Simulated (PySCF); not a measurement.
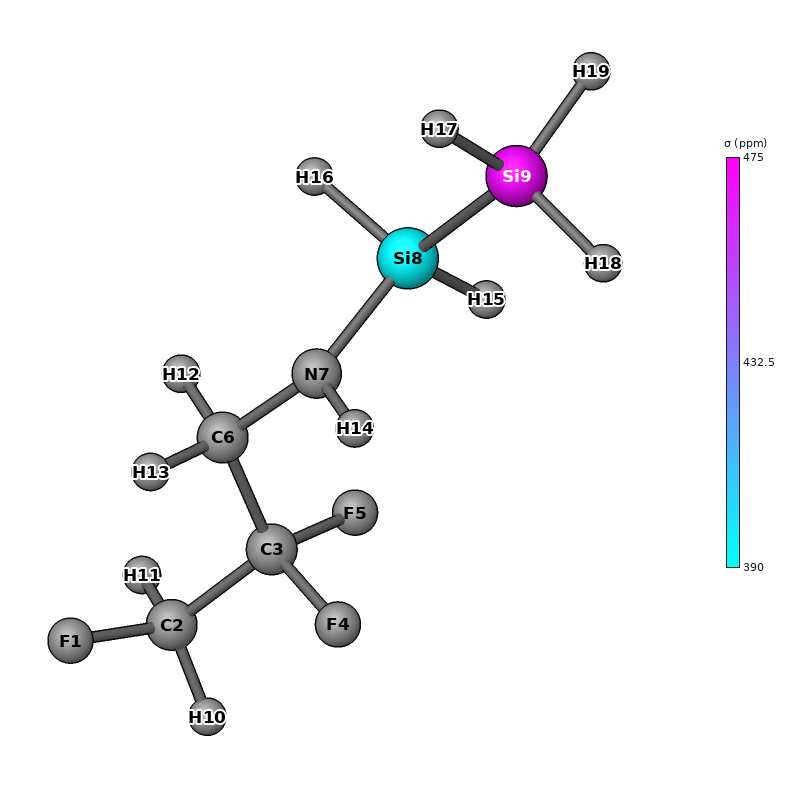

Atoms are coloured by their isotropic NMR shieldings (Si only, the others grey). The geometry was computed by an optimisation with GFN2-xTB. No frequency run is at hand to confirm it as a minimum. Method: GIAO PBE0/pcSseg-1 NMR shielding, non-relativistic, gas phase (PySCF 2.14.0).

List the isotropic NMR shieldings of the Si atoms.

```
atom  σ (ppm)
 Si8    392.0
 Si9    470.9
```

The geometry is semi-empirical. Around Si such bond lengths and angles can be off by a tenth of an ångström or more and by several degrees, and values that hang on the shape move with them.
